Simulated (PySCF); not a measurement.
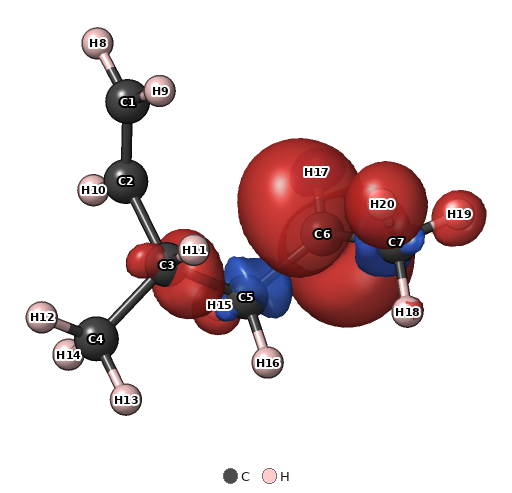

The picture shows: C$_{7}$H$_{13}$ (doublet). Isosurfaces of the spin density (α minus β) at +0.015 (red) and −0.015 e/Å³ (blue), seen across its widest extent.

Geometry: GFN2-xTB.

All numbers below come from UKS B3LYP, pcH-1 on C H, non-relativistic, mean-field spin-orbit, GIAO in PySCF.

```yaml
atoms:
  - { symbol: C, position_ang: [-1.8214, 1.6867, 0.2643] }
  - { symbol: C, position_ang: [-1.5672, 0.5042, -0.2640] }
  - { symbol: C, position_ang: [-0.5875, -0.4824, 0.2840] }
  - { symbol: C, position_ang: [-1.2737, -1.8237, 0.5378] }
  - { symbol: C, position_ang: [0.5935, -0.6737, -0.7191] }
  - { symbol: C, position_ang: [1.4204, 0.5373, -0.8639] }
  - { symbol: C, position_ang: [2.5917, 0.7843, 0.0039] }
  - { symbol: H, position_ang: [-2.5332, 2.3675, -0.1710] }
  - { symbol: H, position_ang: [-1.3267, 2.0244, 1.1605] }
  - { symbol: H, position_ang: [-2.0769, 0.1905, -1.1665] }
  - { symbol: H, position_ang: [-0.1764, -0.1041, 1.2248] }
  - { symbol: H, position_ang: [-2.0823, -1.7025, 1.2560] }
  - { symbol: H, position_ang: [-0.5649, -2.5475, 0.9342] }
  - { symbol: H, position_ang: [-1.6910, -2.2203, -0.3855] }
  - { symbol: H, position_ang: [0.1579, -0.9598, -1.6811] }
  - { symbol: H, position_ang: [1.2051, -1.5025, -0.3537] }
  - { symbol: H, position_ang: [1.0280, 1.3609, -1.4373] }
  - { symbol: H, position_ang: [3.0627, -0.1523, 0.3007] }
  - { symbol: H, position_ang: [3.3285, 1.4090, -0.5013] }
  - { symbol: H, position_ang: [2.3081, 1.3147, 0.9234] }
```

Which atoms carry the spin?

The unpaired spin (1 electron) lies mostly on C6 (about 0.7), in electrons by Hirshfeld's partition.
